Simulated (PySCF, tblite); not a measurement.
# C₆H₁₁B: geometry, infrared bands and NMR shifts

Wanted: the infrared bands and NMR shifts of C₆H₁₁B (`C=C1C[C@H]1BCC`), by calculation.

Programs: tblite 0.8.0 and PySCF 2.14.0, with density-fitted response routines of our own. Each step states its level of theory. These are calculated values for one molecule in the gas phase, unless marked as measured. Atoms count from 0, in the outputs and in this text.

## (1) The molecule as given

18 atoms, charge 0, multiplicity 1; geometry from: force field or distance geometry start.

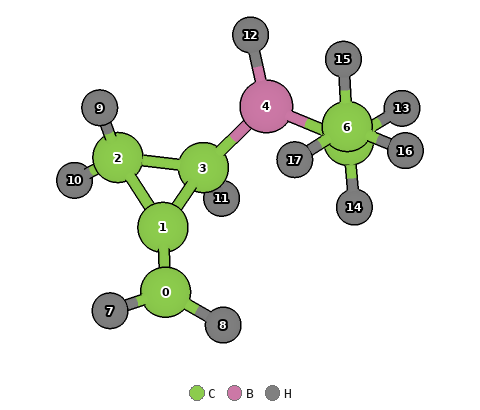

As it starts; carbon green, boron pink, hydrogen grey, atoms numbered; sticks join atoms by distance.

## (2) Optimising the geometry with GFN2-xTB

Job settings and geometry (Å):

```
{"job": {"kind": "relax", "xc": "GFN2-xTB", "basis": "xTB"}, "charge": 0, "multiplicity": 1}
C      1.590800    -0.628900    -1.670200
C      1.461400     0.291200    -0.719900
C      1.562100     1.719900    -0.190100
C      1.141800     0.713200     0.717700
B     -0.420800     0.604800     1.035100
C     -1.157900    -0.810400     1.050000
C     -2.204500    -0.895100    -0.050200
H      1.904300    -0.325900    -2.659300
H      1.362300    -1.668600    -1.456100
H      0.769200     2.370700    -0.645300
H      2.602500     2.062700    -0.106600
H      1.887500     0.322700     1.454000
H     -1.050700     1.593400     1.222400
H     -1.632300    -0.946400     2.040100
H     -0.408200    -1.610000     0.912200
H     -2.983200    -0.112700     0.103400
H     -2.697900    -1.888600    -0.002300
H     -1.735200    -0.785600    -1.046300
```

Run with:

```sh
OMP_NUM_THREADS=1 python probes_run.py task.json out
```

This one command runs all jobs of the session in turn.

Standard output:

```text
step      E/eV     max force
  0    -532.86860    3.858
  1    -533.19849    1.613
  2    -533.30359    0.842
  3    -533.33925    1.109
  4    -533.35627    0.550
  5    -533.36414    0.242
  6    -533.37299    0.307
  7    -533.37981    0.351
  8    -533.38379    0.198
  9    -533.38650    0.137
 10    -533.38885    0.154
 11    -533.39099    0.147
 12    -533.39275    0.119
 13    -533.39436    0.122
 14    -533.39603    0.133
 15    -533.39770    0.117
 16    -533.39929    0.115
 17    -533.40087    0.092
 18    -533.40239    0.132
 19    -533.40365    0.112
 20    -533.40460    0.087
 21    -533.40540    0.084
 22    -533.40621    0.097
 23    -533.40697    0.101
 24    -533.40750    0.053
 25    -533.40787    0.063
 26    -533.40827    0.071
 27    -533.40887    0.107
 28    -533.40978    0.121
 29    -533.41103    0.104
 30    -533.41261    0.108
 31    -533.41452    0.103
 32    -533.41672    0.144
 33    -533.41907    0.140
 34    -533.42125    0.108
 35    -533.42313    0.098
 36    -533.42494    0.099
 37    -533.42697    0.110
 38    -533.42946    0.133
 39    -533.43251    0.172
 40    -533.43628    0.216
 41    -533.44115    0.261
 42    -533.44731    0.295
 43    -533.44966    0.363
 44    -533.45761    0.332
 45    -533.46532    0.139
 46    -533.47165    0.166
 47    -533.48463    0.199
 48    -533.48856    0.165
 49    -533.49444    0.158
 50    -533.49925    0.201
 51    -533.50441    0.215
 52    -533.50841    0.171
 53    -533.51289    0.185
 54    -533.51750    0.181
 55    -533.52304    0.152
 56    -533.52728    0.133
 57    -533.53133    0.139
 58    -533.53335    0.132
 59    -533.53469    0.098
 60    -533.53598    0.079
 61    -533.53745    0.069
 62    -533.53855    0.069
 63    -533.53926    0.074
 64    -533.54032    0.080
 65    -533.54122    0.080
 66    -533.54200    0.070
 67    -533.54275    0.072
 68    -533.54378    0.092
 69    -533.54513    0.105
 70    -533.54658    0.107
 71    -533.54779    0.098
 72    -533.54875    0.093
 73    -533.54972    0.106
 74    -533.55094    0.120
 75    -533.55286    0.111
 76    -533.55512    0.131
 77    -533.55711    0.103
 78    -533.55866    0.111
 79    -533.55995    0.086
 80    -533.56106    0.085
 81    -533.56216    0.082
 82    -533.56289    0.065
 83    -533.56361    0.058
 84    -533.56420    0.057
 85    -533.56467    0.053
 86    -533.56506    0.067
 87    -533.56540    0.041
 88    -533.56567    0.033
 89    -533.56581    0.033
 90    -533.56598    0.034
 91    -533.56618    0.033
 92    -533.56641    0.033
 93    -533.56668    0.036
 94    -533.56696    0.032
 95    -533.56725    0.035
 96    -533.56749    0.037
 97    -533.56769    0.031
 98    -533.56788    0.030
 99    -533.56807    0.038
100    -533.56826    0.032
101    -533.56844    0.026
102    -533.56861    0.030
103    -533.56877    0.034
104    -533.56892    0.030
105    -533.56904    0.022
106    -533.56911    0.021
107    -533.56915    0.021
108    -533.56920    0.019
109    -533.56929    0.027
110    -533.56944    0.027
111    -533.56963    0.035
112    -533.56978    0.034
113    -533.56990    0.028
114    -533.57002    0.028
115    -533.57012    0.025
116    -533.57018    0.014
117    -533.57021    0.012
118    -533.57023    0.013
119    -533.57027    0.013
120    -533.57032    0.015
121    -533.57039    0.017
122    -533.57045    0.017
123    -533.57050    0.019
124    -533.57055    0.018
125    -533.57060    0.015
126    -533.57064    0.014
127    -533.57069    0.017
128    -533.57073    0.016
129    -533.57076    0.012
130    -533.57080    0.015
131    -533.57084    0.014
132    -533.57088    0.014
133    -533.57091    0.014
134    -533.57094    0.011
135    -533.57096    0.010
136    -533.57099    0.014
137    -533.57103    0.019
138    -533.57109    0.020
139    -533.57114    0.014
140    -533.57117    0.015
141    -533.57120    0.015
142    -533.57124    0.016
143    -533.57130    0.022
144    -533.57139    0.030
145    -533.57151    0.037
146    -533.57172    0.043
147    -533.57213    0.062
148    -533.57289    0.116
149    -533.57397    0.131
150    -533.57560    0.087
151    -533.57491    0.164
152    -533.57554    0.204
153    -533.57649    0.152
154    -533.57782    0.051
155    -533.57862    0.067
156    -533.57918    0.152
157    -533.58022    0.088
158    -533.58241    0.048
159    -533.58455    0.077
160    -533.58549    0.138
161    -533.58634    0.050
162    -533.58692    0.052
163    -533.58759    0.066
164    -533.58812    0.065
165    -533.58864    0.073
166    -533.58910    0.057
167    -533.58947    0.108
168    -533.59001    0.050
169    -533.59035    0.046
170    -533.59090    0.060
171    -533.59135    0.063
172    -533.59159    0.039
173    -533.59188    0.044
174    -533.59218    0.057
175    -533.59238    0.062
176    -533.59256    0.039
177    -533.59271    0.032
178    -533.59290    0.035
179    -533.59308    0.029
180    -533.59327    0.031
181    -533.59342    0.027
182    -533.59355    0.039
183    -533.59367    0.034
184    -533.59380    0.029
185    -533.59394    0.030
186    -533.59404    0.029
187    -533.59413    0.028
188    -533.59421    0.026
189    -533.59429    0.027
190    -533.59433    0.018
191    -533.59442    0.018
192    -533.59453    0.015
193    -533.59465    0.020
194    -533.59467    0.044
195    -533.59479    0.025
196    -533.59484    0.013
197    -533.59487    0.010
198    -533.59491    0.010
```

It took 1.1 s on 1 thread of Arm Neoverse V1, shared host.

Along the way: (not every step is listed)

```
step  energy from step 0 (eV)  largest force (eV/Å)
   0                   0.0000                3.8576
   1                  -0.3299                1.6126
   2                  -0.4350                0.8420
   3                  -0.4706                1.1092
   4                  -0.4877                0.5505
   5                  -0.4955                0.2419
   6                  -0.5044                0.3074
   7                  -0.5112                0.3512
   8                  -0.5152                0.1979
  26                  -0.5397                0.0708
  44                  -0.5890                0.3323
  62                  -0.6699                0.0691
  80                  -0.6925                0.0852
  98                  -0.6993                0.0300
 116                  -0.7016                0.0145
 134                  -0.7023                0.0114
 152                  -0.7069                0.2042
 170                  -0.7223                0.0596
 188                  -0.7256                0.0262
 193                  -0.7260                0.0195
 194                  -0.7261                0.0441
 195                  -0.7262                0.0253
 196                  -0.7262                0.0130
 197                  -0.7263                0.0105
 198                  -0.7263                0.0102
```

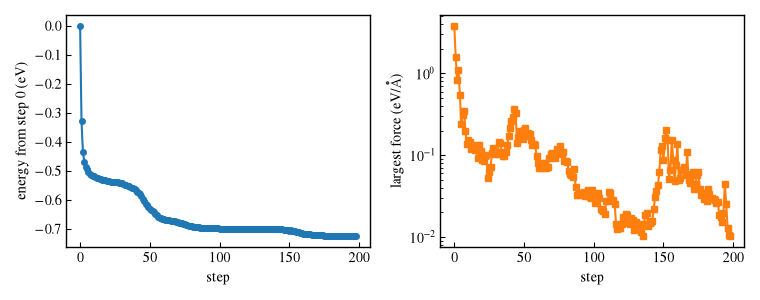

Energy and largest force along the relaxation.

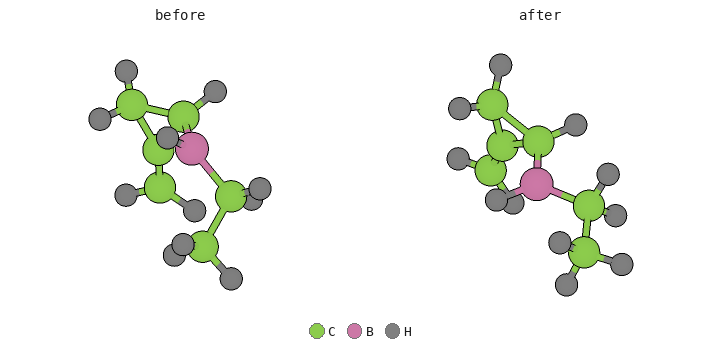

The geometry before (left) and after (right).

Close pairs (by a distance rule), those that changed most:

```csv
bond,before (Å),after (Å),change (Å)
C2–C3,1.419,1.541,+0.122
C1–C2,1.527,1.448,-0.079
C3–B4,1.598,1.544,-0.055
C1–C3,1.532,1.486,-0.046
C2–H9,1.122,1.081,-0.041
C3–H11,1.118,1.087,-0.031
C6–H15,1.115,1.087,-0.027
C0–C1,1.329,1.306,-0.023
```

The end geometry stands in the next job.

## (3) Infrared spectrum with GFN2-xTB

Job settings and geometry (Å):

```
{"job": {"kind": "ir", "xc": "GFN2-xTB", "basis": "xTB"}, "charge": 0, "multiplicity": 1}
C      2.288575     0.017461    -2.009792
C      1.817427     0.570584    -0.924063
C      1.687534     1.722218    -0.055148
C      1.007415     0.387504     0.307976
B     -0.520190     0.216667     0.167597
C     -1.265944    -0.860442     1.048829
C     -2.744560    -1.085627     0.727436
H      2.910836     0.567959    -2.697730
H      2.081472    -1.010162    -2.261101
H      1.050328     2.538699    -0.364339
H      2.536206     2.031732     0.539320
H      1.518336    -0.176497     1.084826
H     -1.104890     0.888950    -0.595156
H     -1.179965    -0.562163     2.099947
H     -0.742234    -1.820007     0.988764
H     -3.304957    -0.161290     0.845820
H     -3.181604    -1.835902     1.384839
H     -2.862543    -1.423367    -0.299682
```

Standard output:

```text
mode    cm-1     km/mol
  1      24.3      0.17
  2      56.1      0.86
  3     141.1      0.13
  4     175.5      0.11
  5     221.0      0.10
  6     318.1      0.83
  7     336.3      2.21
  8     358.7      0.47
  9     390.7      0.57
 10     537.7      1.15
 11     653.8      1.98
 12     769.7     29.25
 13     797.6     85.27
 14     843.7     14.18
 15     872.3     30.19
 16     906.9     19.53
 17     938.8     12.64
 18     973.3      7.68
 19     978.7     18.47
 20    1033.6      1.24
 21    1041.1      6.25
 22    1044.6     23.24
 23    1059.4      5.03
 24    1087.0    126.75
 25    1100.7      3.26
 26    1127.1     40.14
 27    1164.8     45.20
 28    1234.5      2.82
 29    1289.7     61.16
 30    1325.6     86.76
 31    1413.7      2.43
 32    1415.4      0.41
 33    1438.6      6.54
 34    1462.4     11.95
 35    1511.5      1.95
 36    1513.0      2.39
 37    1887.7     69.72
 38    2620.0    123.70
 39    2923.9     37.05
 40    2952.8     30.86
 41    2998.0     47.77
 42    3012.6     66.86
 43    3033.1     48.52
 44    3039.1     37.95
 45    3063.2     31.67
 46    3071.8     28.90
 47    3078.8     25.63
 48    3096.9     37.00
```

It took 0.5 s on 1 thread of Arm Neoverse V1, shared host.

Which atoms move in the most intense modes:

| cm⁻¹ | km/mol | atoms |
| --- | --- | --- |
| 798 | 85.3 | H12 17 %, C3 15 %, B4 15 % |
| 1087 | 126.8 | C1 33 %, H7 17 %, H8 12 %, C2 11 % |
| 1290 | 61.2 | H11 31 %, C3 31 % |
| 1326 | 86.8 | C5 27 %, H14 23 %, H13 15 %, B4 11 % |
| 1888 | 69.7 | C1 65 %, C0 27 % |
| 2620 | 123.7 | H12 92 % |
| 3013 | 66.9 | H16 89 % |
| 3033 | 48.5 | H17 61 %, H15 30 % |

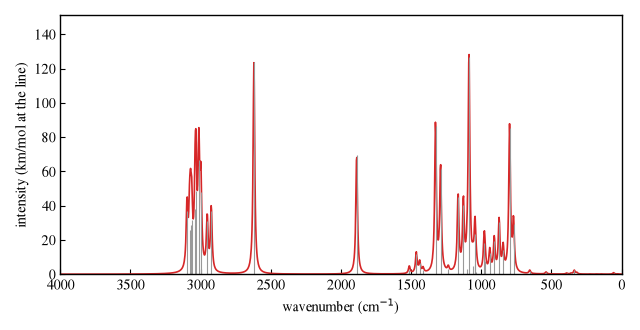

The infrared spectrum from these modes, unscaled. Lines are broadened to a width of 14 cm⁻¹ (Lorentzian).

## (4) Nuclear shieldings: PBE0/pcSseg-1

The job, as its differences from that of step 3:

```diff
@@ -1,2 +1,2 @@
-{"job": {"kind": "ir", "xc": "GFN2-xTB", "basis": "xTB"}, "charge": 0, "multiplicity": 1}
+{"job": {"kind": "nmr", "xc": "PBE0", "basis": "pcSseg-1"}, "charge": 0, "multiplicity": 1}
 C      2.288575     0.017461    -2.009792
```

With the program's defaults for keys left out, this is: GIAO PBE0/pcSseg-1 NMR shielding, non-relativistic, gas phase.

Standard output:

```text
coarse grid: 14424 points
cycle   1  E = -259.5827382932  dE =  7.895e-01  |g| = 4.330e-01  |ddm| = 3.703e+00
cycle   2  E = -259.5837391285  dE = -1.001e-03  |g| = 4.443e-01  |ddm| = 8.188e-01
cycle   3  E = -259.6362918911  dE = -5.255e-02  |g| = 3.278e-02  |ddm| = 4.276e-01
cycle   4  E = -259.6364829917  dE = -1.911e-04  |g| = 1.764e-02  |ddm| = 4.645e-02
cycle   5  E = -259.6365571056  dE = -7.411e-05  |g| = 5.621e-03  |ddm| = 2.124e-02
cycle   6  E = -259.6365637602  dE = -6.655e-06  |g| = 2.196e-03  |ddm| = 6.318e-03
final grid: 137552 points
cycle   7  E = -259.6771077829  dE = -3.733e-05  |g| = 9.603e-03  |ddm| = 3.073e-02
cycle   8  E = -259.6770900190  dE =  1.776e-05  |g| = 1.278e-02  |ddm| = 1.949e-02
cycle   9  E = -259.6771314040  dE = -4.139e-05  |g| = 2.165e-03  |ddm| = 1.156e-02
cycle  10  E = -259.6771325627  dE = -1.159e-06  |g| = 1.713e-04  |ddm| = 1.687e-03
cycle  11  E = -259.6771325694  dE = -6.675e-09  |g| = 7.034e-05  |ddm| = 2.154e-04
cycle  12  E = -259.6771325707  dE = -1.265e-09  |g| = 1.662e-05  |ddm| = 7.824e-05
cycle  13  E = -259.6771325707  dE = -6.617e-11  |g| = 2.981e-06  |ddm| = 1.956e-05
converged SCF energy = -259.6771325707

GIAO shielding tensors (ppm)
atom      isotropic    diamagn.    paramagn.     s11        s22        s33       span
  0 C       78.587     255.252    -176.665    -20.274     89.374    166.660    186.934
  1 C       42.777     264.185    -221.408    -44.681     -5.727    178.738    223.419
  2 C      170.187     255.644     -85.457    147.190    166.382    196.988     49.798
  3 C      161.818     249.875     -88.056    113.969    160.509    210.977     97.007
  4 B       14.106     191.131    -177.025    -58.663     -7.198    108.177    166.840
  5 C      160.533     252.973     -92.440    134.275    171.938    175.386     41.111
  6 C      172.615     244.274     -71.659    159.754    172.160    185.931     26.177
  7 H       25.918      27.351      -1.433     23.723     24.037     29.994      6.271
  8 H       26.080      33.066      -6.986     23.912     23.941     30.386      6.474
  9 H       30.108      31.903      -1.795     25.082     27.218     38.024     12.942
 10 H       29.991      30.688      -0.697     25.078     26.532     38.362     13.285
 11 H       30.040      33.078      -3.038     24.704     28.914     36.501     11.797
 12 H       24.959      32.429      -7.470     18.132     27.179     29.567     11.435
 13 H       30.284      32.039      -1.755     25.079     30.975     34.799      9.720
 14 H       30.098      33.386      -3.288     25.184     30.807     34.303      9.119
 15 H       30.393      28.844       1.549     26.568     28.357     36.254      9.685
 16 H       30.548      27.288       3.260     25.580     28.655     37.409     11.829
 17 H       30.483      29.608       0.875     26.585     28.670     36.193      9.608
```

It took 33 s on 1 thread of Arm Neoverse V1, shared host; peak memory 0.78 GiB.

Shifts follow as δ = σ(reference) − σ, with reference shieldings (ppm) from runs at the same level and on the same kind of geometry: 1H TMS 31.72, 13C TMS 186.9, 11B BF3·OEt2 100.1. The references are single molecules in the gas phase. Atoms listed in one row are averaged.

```
        atoms                               environment  σ (ppm)  δ (ppm)  δ scaled to CDCl3
           C1           fully substituted alkene carbon     42.8    144.1              138.8
           C0                      terminal =CH2 carbon     78.6    108.3              103.8
           C5                       sp3 CH2 bonded to B    160.5     26.4               23.8
           C3                three-membered-ring carbon    161.8     25.1               22.6
           C2                three-membered-ring carbon    170.2     16.7               14.4
           C6                             methyl carbon    172.6     14.3               12.1
          H12         hydrogen on a boron bonded to 2 C    24.96     6.76                  –
           H7        hydrogen on a terminal =CH2 carbon    25.92     5.80               5.57
           H8        hydrogen on a terminal =CH2 carbon    26.08     5.64               5.42
          H10  hydrogen on a three-membered-ring carbon    29.99     1.73               1.73
          H11  hydrogen on a three-membered-ring carbon    30.04     1.68               1.69
          H14        hydrogen on an sp3 CH2 bonded to B    30.10     1.62               1.63
           H9  hydrogen on a three-membered-ring carbon    30.11     1.61               1.62
          H13        hydrogen on an sp3 CH2 bonded to B    30.28     1.43               1.46
H15, H16, H17               hydrogen on a methyl carbon    30.47     1.24               1.28
           B4                    boron bonded to 2 C, H     14.1     86.0                  –
```

The scaled column applies a straight-line fit of computed shieldings to shifts measured in CDCl3 (root-mean-square error 0.16 ppm for H, 1.9 ppm for C).

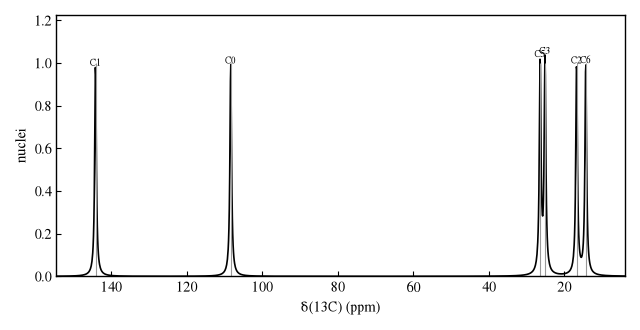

13C lines at the computed shifts, without couplings. Lines are broadened to a width of 0.52 ppm (Lorentzian).

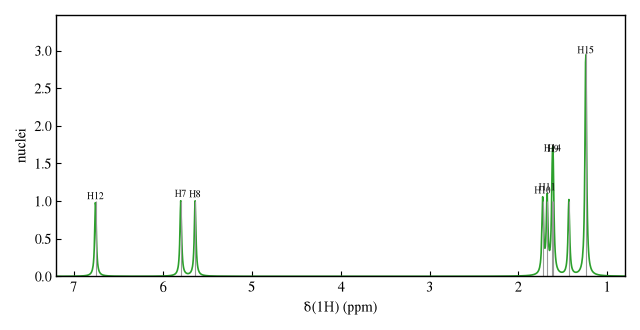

1H lines at the computed shifts, without couplings. Lines are broadened to a width of 0.02 ppm (Lorentzian).

Charges from the same density, by scheme (e):

```
atoms  Mulliken    IAO  Hirshfeld  ESP fit
   C0     -0.11  -0.34      -0.11    -0.61
   C1     -0.22   0.04       0.01     0.27
   C2     -0.13  -0.28      -0.08    -0.39
   C3     -0.44  -0.28      -0.11    -0.28
   B4      0.44   0.18       0.17     0.32
   C5     -0.52  -0.40      -0.14     0.09
   C6     -0.26  -0.41      -0.12    -0.21
```

Hirshfeld charges:

C0 -0.11; C1 0.01; C2 -0.08; C3 -0.11; B4 0.17; C5 -0.14; C6 -0.12; H7 0.05; H8 0.05; H9 0.05; H10 0.06; H11 0.04; H12 -0.06; H13 0.04; H14 0.04; H15 0.04; H16 0.03; H17 0.04

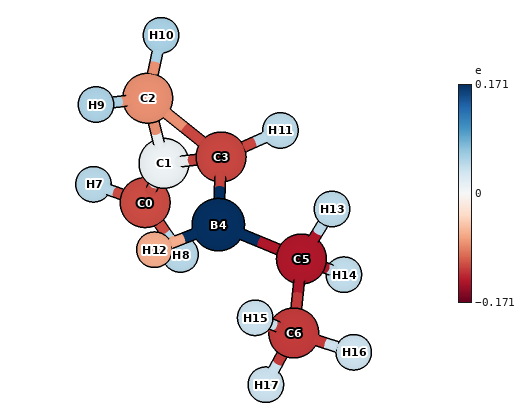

Hirshfeld charges, as colours on the atoms.

Mayer bond orders: C0–C1 2.06, C1–C2 0.96, C2–C3 0.94, C3–B4 0.96, B4–C5 0.99, C5–C6 1.06, C3–C1 0.87.

Ring of atoms C1, C2, C3: NICS(0) -30.9, NICS(1) -7.1, NICS(1)zz -19.9 ppm (means of both faces).

In rings of three or four atoms NICS is ruled by the nearby σ bonds, so it says little on aromaticity.

The fields below are evaluated on a grid from the run's orbitals.

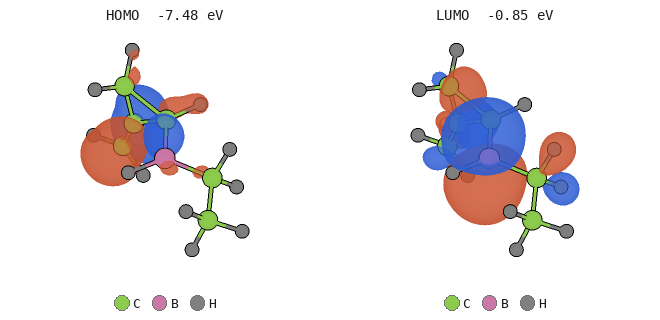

Frontier orbitals at PBE0/pcSseg-1; each surface holds 70 % of the orbital's density, blue and red mark the sign.

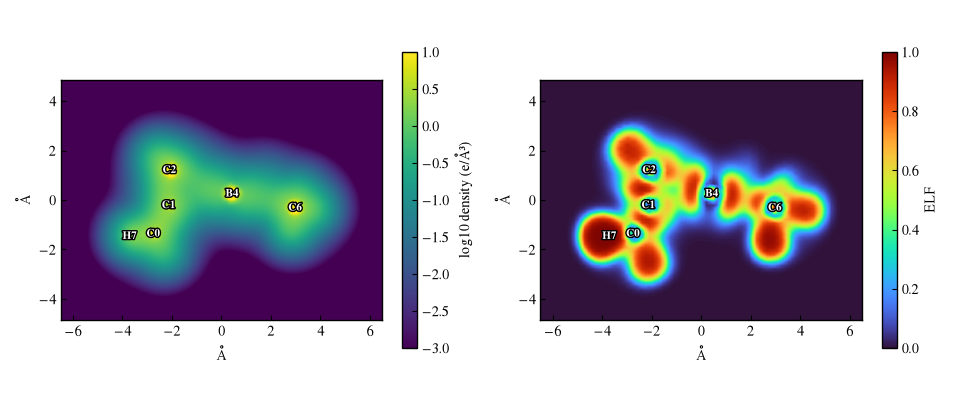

Density (left) and ELF (right) in a plane through or near 6 of the atoms.

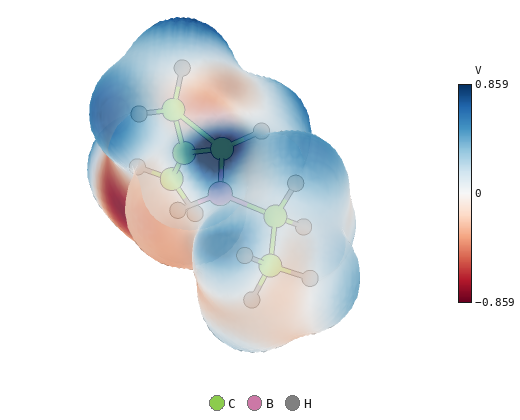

Electrostatic potential on the surface of density 0.002 e/bohr³; red is low, blue high. It runs from -0.65 V near C0 to 0.86 V near B4.

## (5) Summary of results

```
                                                              quantity                                                     value
                             strongest single infrared mode (GFN2-xTB)                                     1087 cm⁻¹, 127 km/mol
                                          zero-point energy (GFN2-xTB)                                             94.8 kcal/mol
                                13C shifts against TMS (PBE0/pcSseg-1)                  144.1, 108.3, 26.4, 25.1, 16.7, 14.3 ppm
1H shifts against TMS (PBE0/pcSseg-1, means over atoms taken as alike)  6.76, 5.80, 5.64, 1.73, 1.68, 1.62, 1.61, 1.43, 1.24 ppm
                           11B shifts against BF3·OEt2 (PBE0/pcSseg-1)                                                  86.0 ppm
                                 surface potential, least and greatest                                        -0.65 V and 0.86 V
```

In words: Over 198 steps the energy fell by 0.726 eV; of the close pairs, C2–C3 changed most, 1.419 to 1.541 Å. No mode is imaginary among the 48: a minimum at this level. The strongest single mode, at 1087 cm⁻¹, is spread over several atoms, C1, H7, H8, C2 among them. GFN2-xTB is a fitted tight-binding method: band positions and strengths are rough. Its intensities can rank the bands wrongly. C1 (fully substituted alkene carbon) lies farthest downfield among carbon, at 144.1 ppm; as expected for a trigonal carbon in a double bond. At PBE0/pcSseg-1: The widest tensor belongs to C1: span 223 ppm, with a paramagnetic part of -221 ppm. At PBE0/pcSseg-1, counted by nearest atom on the grid, the HOMO lies on C0, C1 about 35 % each, the LUMO on B4 49 %; H12 13 %.
